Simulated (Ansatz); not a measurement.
**CH3BeI (BeMeI): density, localisation and related maps**

Input

```
crystal:
  periodic: [false, false, false]
  atoms:
    - {symbol: Be, position_ang: [-0.006408, 0.003844, -0.955343]}
    - {symbol: C, position_ang: [0.003131, -0.000846, 0.716076]}
    - {symbol: H, position_ang: [-0.438593, 0.910354, 1.132869]}
    - {symbol: H, position_ang: [1.019133, -0.074207, 1.118383]}
    - {symbol: H, position_ang: [-0.562266, -0.844439, 1.126067]}
    - {symbol: I, position_ang: [-0.014996, 0.005303, -3.138042]}
basis:
  gaussian: {orbitals: def2-TZVP, initial_orbitals: start.molden}
hamiltonian: {xc: pbe0, dispersion: d4}
output: {orbitals: {seedname: orbitals}}
```

Run with:

```sh
ansatz run in.yaml --threads 4 --pin off --events-out ev --progress --plain --max-ram 3916MiB
```

Geometry: r2SCAN-D4/def2-TZVP; core potentials replace the inner electrons of I.

All numbers below come from RKS PBE0-D4/def2-TZVP in Ansatz.

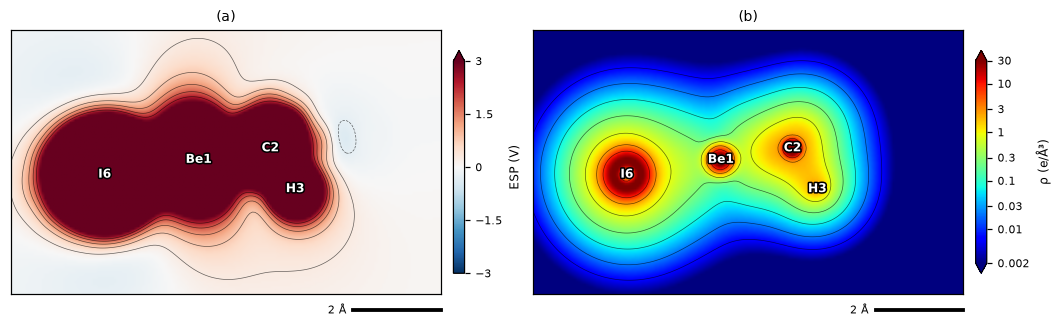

Figure 1. (a) electrostatic potential; (b) electron density on the plane of atoms Be1, C2 and H3.

**Interpret the plot.**

The plane passes through Be, C, H and I nuclei.
C–Be (1.67 Å): ρ at the midpoint is about 1 e/Å³.
Be–I (2.18 Å): the density is about 0.74 e/Å³ at the midpoint.
C–H (1.10 Å): the density is about 1.9 e/Å³ at the midpoint.
Outside the dense part of the molecule the potential is most negative (−0.4 V) near C2.

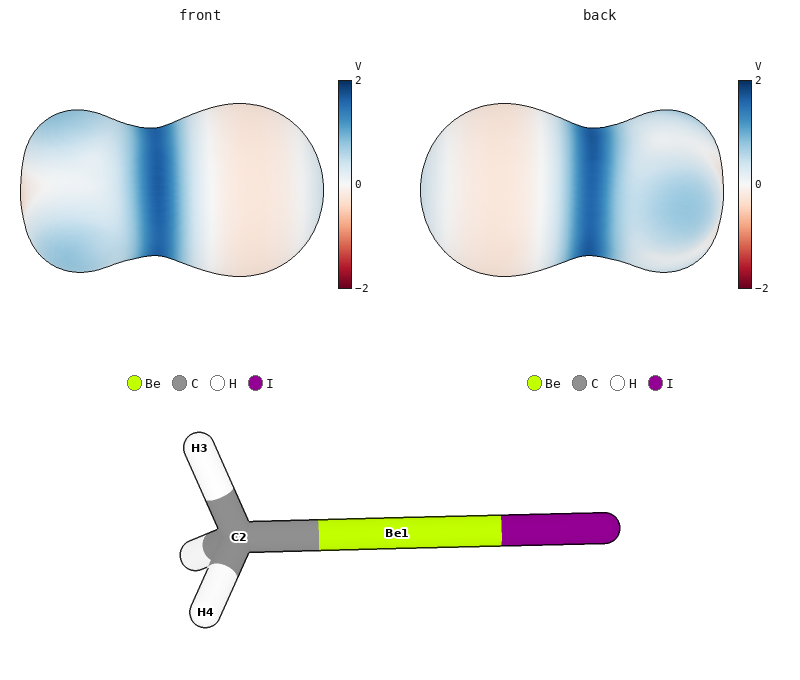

Figure 2. The molecular electrostatic potential painted on the density surface at 0.002 e/bohr³, seen from the front and from behind; red is negative and blue positive. The bare structure is drawn below in the same view.

**Describe the electrostatic potential map.**

The most negative region (about −0.3 V) lies over C2, the most positive (about +1.7 V) over Be1. I6 shows a σ-hole: about +0.4 V at the tip opposite its bond, against about −0.2 V on its flanks.

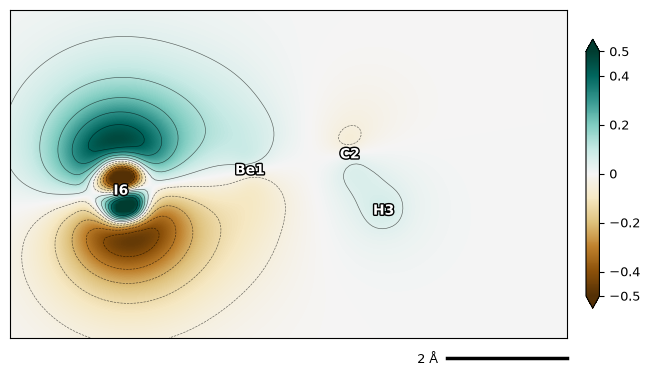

Figure 3. The HOMO on the plane of atoms Be1, C2 and H3 (values in Å⁻³ᐟ²; the overall sign is arbitrary).

**Describe this orbital and give its energy.**

It lies mainly on I6 (about 90 %); largely a lone pair of I6. It is one of a degenerate set, so its orientation is arbitrary. Its energy is −7.92 eV.
